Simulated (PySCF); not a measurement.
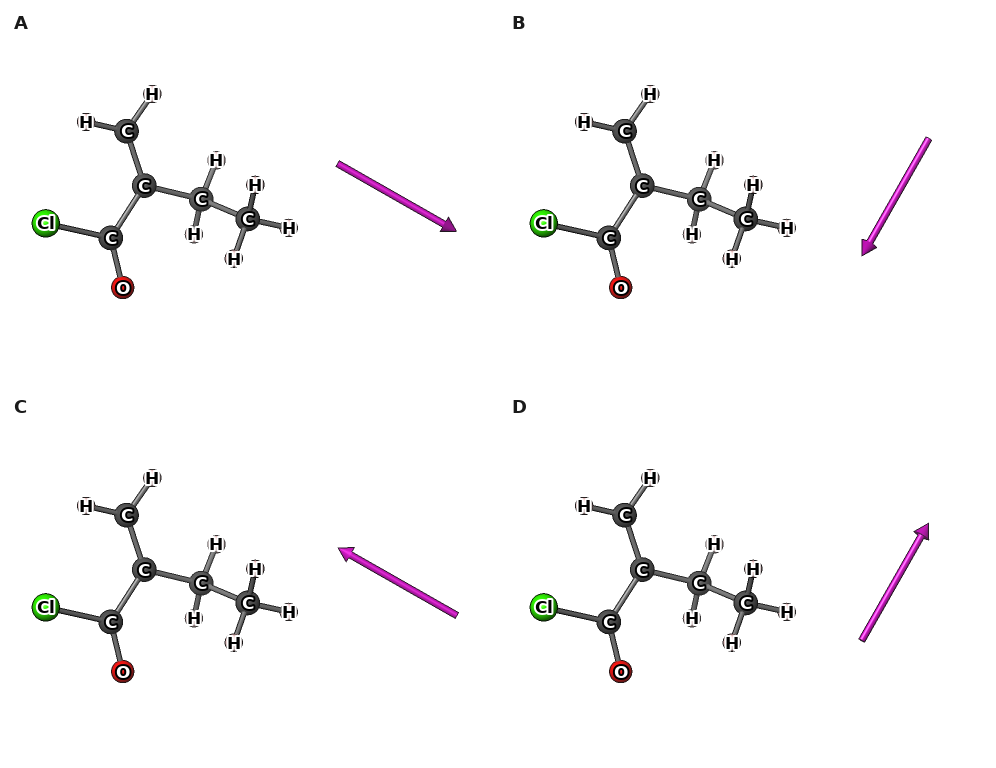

The same molecule four times, each with an arrow. The geometry was computed by an optimisation with GFN2-xTB. No frequency run is at hand to confirm it as a minimum. Properties computed with PBE0/pcSseg-1, gas phase (PySCF 2.14.0).

### Which arrow points along the dipole moment, from the negative to the positive end?

D. The dipole moment is 3.37 D.
